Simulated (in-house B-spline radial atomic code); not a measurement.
# Co⁸⁺: excited configurations

Wanted: excitation energies of Co⁸⁺ as differences of total energies (ΔSCF).

Method: non-relativistic r2SCAN, spin-polarised, spherical fractional occupations, point nucleus, basis-set limit. Code: in-house B-spline radial atomic code version 1.

## Step 1: The system

* element: cobalt (Z = 27)
* charge: +8
* electrons: 19
* configuration: [Ar] 3d1
* Hamiltonian: non-relativistic
* nucleus: point

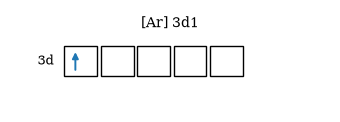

The shells outside the core, filled by Hund's rule for the drawing.

Where spins are not typed, each open shell is filled with up spins first.

## Step 2: Reference run

Settings, as recorded:

```ini
Z = 27
electrons = 19.0
configuration = [Ar] 3d1
hamiltonian = nr
method = r2scan
spin_polarised = True
```

Main fields of the result record, rounded:

```text
status: converged
scf [iteration, energy, orbital gradient]:
  - [1, -1361.26770413, 0.054]
  - [2, -1361.27130257, 0.00164]
  - [3, -1361.27130969, 0.000801]
  - [4, -1361.271311, 0.0004]
  - [5, -1361.27131135, 3.31e-05]
  - [6, -1361.27131136, 6.62e-06]
  - [7, -1361.27131136, 6.15e-07]
  - [8, -1361.27131136, 2.94e-08]
energy [hartree]: {"total": -1361.27131136, "kinetic": 1360.50401955, "nuclear": -3112.84214621, "coulomb": 444.450327427, "xc": -53.3835121323}
orbitals [hartree, bohr; first row names the columns]:
  - ["name", "occ", "eps", "<r>", "<r^2>", "<1/r>", "r_max", "density_at_nucleus", "spin_orbit_zeta"]
  - ["1s up", 1.0, -283.9357, 0.056933, 0.0043469, 26.505, 0.037509, 6039.9, "-"]
  - ["1s down", 1.0, -283.93596, 0.056933, 0.0043469, 26.505, 0.037509, 6039.9, "-"]
  - ["2s up", 1.0, -39.786779, 0.25782, 0.078362, 5.7311, 0.21579, 561.1, "-"]
  - ["2s down", 1.0, -39.737431, 0.25758, 0.078204, 5.7368, 0.2157, 562.22, "-"]
  - ["2p up", 3.0, -35.402696, 0.22584, 0.062506, 5.6665, 0.17344, "-", 0.35164]
  - ["2p down", 3.0, -35.366104, 0.22558, 0.062348, 5.6716, 0.17334, "-", 0.35233]
  - ["3s up", 1.0, -9.9462226, 0.72372, 0.59729, 1.9589, 0.65132, 95.642, "-"]
  - ["3s down", 1.0, -9.8616048, 0.72555, 0.60034, 1.9516, 0.65217, 94.745, "-"]
  - ["3p up", 3.0, -8.5589201, 0.73125, 0.61817, 1.8694, 0.64722, "-", 0.055006]
  - ["3p down", 3.0, -8.4729397, 0.73337, 0.62174, 1.8621, 0.64841, "-", 0.054449]
  - ["3d up", 1.0, -6.3023229, 0.7198, 0.61404, 1.6931, 0.58007, "-", 0.0050979]
sum_r [bohr^k]: {"-1": 115.2904, "1": 8.546432, "2": 6.071216}
density_at_nucleus [bohr^-3]: 13393.45
spin_density_at_nucleus [bohr^-3]: -0.220489
mass_velocity [hartree]: -40.55581
darwin [hartree]: 30.24871
```

It took 0.16 s on 1 thread, shared host.

Meta-GGA runs start from a PBE run whose iterations are not counted.

## Step 3: Run with [Ne] 3s2 3p5 3d2

Settings, as recorded:

```ini
Z = 27
electrons = 19.0
configuration = [Ne] 3s2 3p5 3d2
hamiltonian = nr
method = r2scan
spin_polarised = True
```

Main fields:

```text
status: converged
iterations: 8
energy [hartree]: {"total": -1359.19088889, "kinetic": 1358.42438684, "nuclear": -3108.61300498, "coulomb": 444.37567928, "xc": -53.3779500302}
orbitals [hartree, bohr; first row names the columns]:
  - ["name", "occ", "eps", "<r>"]
  - ["1s up", 1.0, -284.07848, 0.056928]
  - ["1s down", 1.0, -284.04511, 0.056922]
  - ["2s up", 1.0, -39.79631, 0.25789]
  - ["2s down", 1.0, -39.690414, 0.25738]
  - ["2p up", 3.0, -35.426215, 0.2258]
  - ["2p down", 3.0, -35.324966, 0.22536]
  - ["3s up", 1.0, -10.015297, 0.72283]
  - ["3s down", 1.0, -9.7408666, 0.72849]
  - ["3p up", 3.0, -8.6297085, 0.73012]
  - ["3p down", 2.0, -8.353363, 0.73675]
  - ["3d up", 2.0, -6.3648662, 0.71947]
sum_r [bohr^k]: {"-1": 115.1338, "1": 8.536729, "2": 6.070048}
energy_minus_base [hartree]: 2.08042247
```

Wall time 0.06 s (1 thread, shared host).

energy_minus_base is the energy less that of the reference run.

## Step 4: Run with [Ne] 3s2 3p5 3d1 4s1

Settings, as recorded:

```ini
Z = 27
electrons = 19.0
configuration = [Ne] 3s2 3p5 3d1 4s1
hamiltonian = nr
method = r2scan
spin_polarised = True
```

Main fields:

```text
status: converged
iterations: 8
energy [hartree]: {"total": -1356.65324784, "kinetic": 1355.90334864, "nuclear": -3093.77173465, "coulomb": 433.82299384, "xc": -52.6078556616}
orbitals [hartree, bohr; first row names the columns]:
  - ["name", "occ", "eps", "<r>"]
  - ["1s up", 1.0, -284.68692, 0.056932]
  - ["1s down", 1.0, -284.64524, 0.056927]
  - ["2s up", 1.0, -40.434966, 0.25763]
  - ["2s down", 1.0, -40.366022, 0.25732]
  - ["2p up", 3.0, -36.072626, 0.22556]
  - ["2p down", 3.0, -35.995893, 0.22534]
  - ["3s up", 1.0, -10.420066, 0.71416]
  - ["3s down", 1.0, -10.20669, 0.71842]
  - ["3p up", 3.0, -9.0317798, 0.71969]
  - ["3p down", 2.0, -8.8143252, 0.72353]
  - ["3d up", 1.0, -6.7845559, 0.70325]
  - ["4s up", 1.0, -4.1678031, 1.5805]
sum_r [bohr^k]: {"-1": 114.5841, "1": 9.303938, "2": 8.091325}
energy_minus_base [hartree]: 4.61806353
```

It took 0.09 s on 1 thread, shared host.

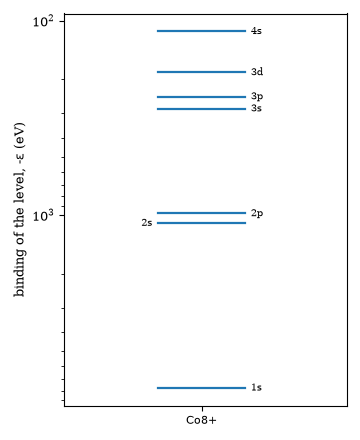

Orbital energies of this run on a logarithmic scale (up spins).

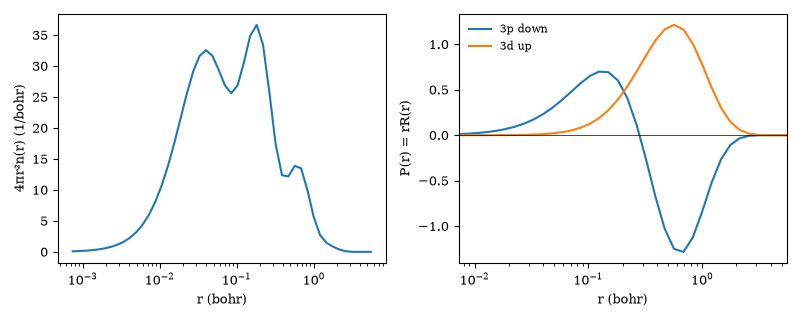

Radial density (left) and the radial functions of 3p down, 3d up (right).

Clear maxima of the radial density (full grid of the record): 0.040, 0.18, 0.57 bohr.

## Step 5: Run with [Ne] 3s2 3p5 3d1 4d1

Settings, as recorded:

```ini
Z = 27
electrons = 19.0
configuration = [Ne] 3s2 3p5 3d1 4d1
hamiltonian = nr
method = r2scan
spin_polarised = True
```

Main fields:

```text
status: converged
iterations: 8
energy [hartree]: {"total": -1355.50120114, "kinetic": 1354.75174574, "nuclear": -3090.44577941, "coulomb": 432.690761813, "xc": -52.4979292726}
orbitals [hartree, bohr; first row names the columns]:
  - ["name", "occ", "eps", "<r>"]
  - ["1s up", 1.0, -284.77089, 0.056931]
  - ["1s down", 1.0, -284.7359, 0.056924]
  - ["2s up", 1.0, -40.496104, 0.25765]
  - ["2s down", 1.0, -40.419055, 0.2573]
  - ["2p up", 3.0, -36.132959, 0.22558]
  - ["2p down", 3.0, -36.052385, 0.2253]
  - ["3s up", 1.0, -10.472983, 0.7138]
  - ["3s down", 1.0, -10.266022, 0.71815]
  - ["3p up", 3.0, -9.0849646, 0.71892]
  - ["3p down", 2.0, -8.8732653, 0.72316]
  - ["3d up", 1.0, -6.8387942, 0.7017]
  - ["4d up", 1.0, -3.021368, 1.7944]
sum_r [bohr^k]: {"-1": 114.461, "1": 9.512549, "2": 8.946393}
energy_minus_base [hartree]: 5.77011023
```

It took 0.06 s on 1 thread, shared host.

## Step 6: Configuration [Ne] 3s2 3p5 3d1 4f1

Settings, as recorded:

```ini
Z = 27
electrons = 19.0
configuration = [Ne] 3s2 3p5 3d1 4f1
hamiltonian = nr
method = r2scan
spin_polarised = True
```

Main fields:

```text
status: converged
iterations: 8
energy [hartree]: {"total": -1354.93064342, "kinetic": 1354.18093408, "nuclear": -3088.49412808, "coulomb": 431.83304483, "xc": -52.450494246}
orbitals [hartree, bohr; first row names the columns]:
  - ["name", "occ", "eps", "<r>"]
  - ["1s up", 1.0, -284.84611, 0.056931]
  - ["1s down", 1.0, -284.81129, 0.056925]
  - ["2s up", 1.0, -40.557022, 0.25754]
  - ["2s down", 1.0, -40.492734, 0.25724]
  - ["2p up", 3.0, -36.198937, 0.22547]
  - ["2p down", 3.0, -36.127968, 0.22524]
  - ["3s up", 1.0, -10.490913, 0.71351]
  - ["3s down", 1.0, -10.279187, 0.71692]
  - ["3p up", 3.0, -9.1026041, 0.71849]
  - ["3p down", 2.0, -8.8869478, 0.72159]
  - ["3d up", 1.0, -6.8564745, 0.70073]
  - ["4f up", 1.0, -2.4462333, 1.8213]
sum_r [bohr^k]: {"-1": 114.3887, "1": 9.531886, "2": 9.021224}
energy_minus_base [hartree]: 6.34066794
```

It took 0.07 s on 1 thread, shared host.

## Step 7: Run with [Ar] 4s1

Settings, as recorded:

```ini
Z = 27
electrons = 19.0
configuration = [Ar] 4s1
hamiltonian = nr
method = r2scan
spin_polarised = True
```

Main fields:

```text
status: converged
iterations: 8
energy [hartree]: {"total": -1358.77983771, "kinetic": 1358.0341155, "nuclear": -3097.92631552, "coulomb": 433.788583388, "xc": -52.6762210745}
orbitals [hartree, bohr; first row names the columns]:
  - ["name", "occ", "eps", "<r>"]
  - ["1s up", 1.0, -284.54737, 0.056937]
  - ["1s down", 1.0, -284.54084, 0.056939]
  - ["2s up", 1.0, -40.429006, 0.25752]
  - ["2s down", 1.0, -40.424031, 0.25752]
  - ["2p up", 3.0, -36.05383, 0.22557]
  - ["2p down", 3.0, -36.047922, 0.22556]
  - ["3s up", 1.0, -10.347641, 0.715]
  - ["3s down", 1.0, -10.334304, 0.71545]
  - ["3p up", 3.0, -8.9574337, 0.72094]
  - ["3p down", 3.0, -8.9410496, 0.72016]
  - ["4s up", 1.0, -4.1545644, 1.5868]
sum_r [bohr^k]: {"-1": 114.738, "1": 9.322843, "2": 8.118266}
energy_minus_base [hartree]: 2.49147365
```

Run time: 0.05 s. Hardware: 1 thread, shared host.

## Step 8: Configuration [Ar] 4d1

Settings, as recorded:

```ini
Z = 27
electrons = 19.0
configuration = [Ar] 4d1
hamiltonian = nr
method = r2scan
spin_polarised = True
```

Main fields:

```text
status: converged
iterations: 8
energy [hartree]: {"total": -1357.63247324, "kinetic": 1356.88778942, "nuclear": -3094.58777546, "coulomb": 432.635031843, "xc": -52.5675190387}
orbitals [hartree, bohr; first row names the columns]:
  - ["name", "occ", "eps", "<r>"]
  - ["1s up", 1.0, -284.63234, 0.056936]
  - ["1s down", 1.0, -284.63244, 0.056936]
  - ["2s up", 1.0, -40.492327, 0.25755]
  - ["2s down", 1.0, -40.47834, 0.2575]
  - ["2p up", 3.0, -36.115997, 0.22559]
  - ["2p down", 3.0, -36.105687, 0.22552]
  - ["3s up", 1.0, -10.40081, 0.71468]
  - ["3s down", 1.0, -10.394675, 0.71519]
  - ["3p up", 3.0, -9.0110902, 0.72018]
  - ["3p down", 3.0, -9.0009917, 0.71981]
  - ["4d up", 1.0, -3.0114117, 1.8018]
sum_r [bohr^k]: {"-1": 114.6144, "1": 9.533876, "2": 8.98414}
energy_minus_base [hartree]: 3.63883812
```

Run time: 0.06 s. Hardware: 1 thread, shared host.

## Step 9: Configuration [Ar] 4p1

Settings, as recorded:

```ini
Z = 27
electrons = 19.0
configuration = [Ar] 4p1
hamiltonian = nr
method = r2scan
spin_polarised = True
```

Main fields:

```text
status: converged
iterations: 8
energy [hartree]: {"total": -1358.32221498, "kinetic": 1357.57659422, "nuclear": -3096.6378472, "coulomb": 433.368048918, "xc": -52.6290109175}
orbitals [hartree, bohr; first row names the columns]:
  - ["name", "occ", "eps", "<r>"]
  - ["1s up", 1.0, -284.56848, 0.056939]
  - ["1s down", 1.0, -284.55987, 0.056938]
  - ["2s up", 1.0, -40.451392, 0.25755]
  - ["2s down", 1.0, -40.44732, 0.25752]
  - ["2p up", 3.0, -36.077341, 0.22558]
  - ["2p down", 3.0, -36.069039, 0.22558]
  - ["3s up", 1.0, -10.369921, 0.71465]
  - ["3s down", 1.0, -10.358902, 0.71531]
  - ["3p up", 3.0, -8.9801773, 0.72036]
  - ["3p down", 3.0, -8.9650838, 0.71997]
  - ["4p up", 1.0, -3.6998801, 1.6677]
sum_r [bohr^k]: {"-1": 114.6903, "1": 9.401067, "2": 8.420625}
energy_minus_base [hartree]: 2.94909638
```

Run time: 0.05 s. Hardware: 1 thread, shared host.

## Step 10: The excitation energies

| net move | configuration | 2|M_S|+1 | energy above the reference (eV) | largest <r> (bohr) |
| --- | --- | --- | --- | --- |
| 3p → 3d | [Ne] 3s2 3p5 3d2 | 4 | 56.611 | 0.737 |
| 3d → 4s | [Ar] 4s1 | 2 | 67.796 | 1.59 |
| 3d → 4p | [Ar] 4p1 | 2 | 80.249 | 1.67 |
| 3d → 4d | [Ar] 4d1 | 2 | 99.018 | 1.80 |
| 3p → 4s | [Ne] 3s2 3p5 3d1 4s1 | 4 | 125.66 | 1.58 |
| 3p → 4d | [Ne] 3s2 3p5 3d1 4d1 | 4 | 157.01 | 1.79 |
| 3p → 4f | [Ne] 3s2 3p5 3d1 4f1 | 4 | 172.54 | 1.82 |

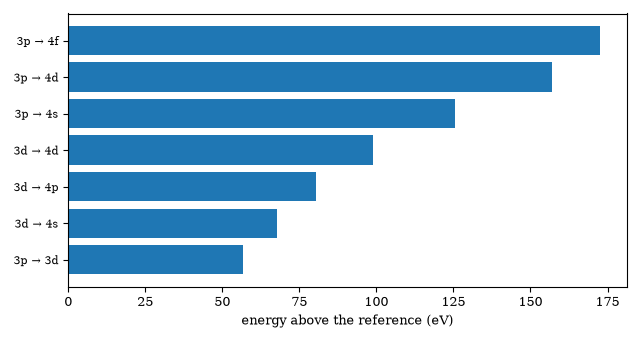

The configurations in order of energy, labelled by the net move of electrons.

**Reading.** The energies run from 56.611 eV (3p → 3d) to 172.54 eV (3p → 4f). The reference has 2|M_S|+1 = 2; 4 of the configurations differ from it in spin. These are spherical averages at the typed spins, not spectroscopic levels.
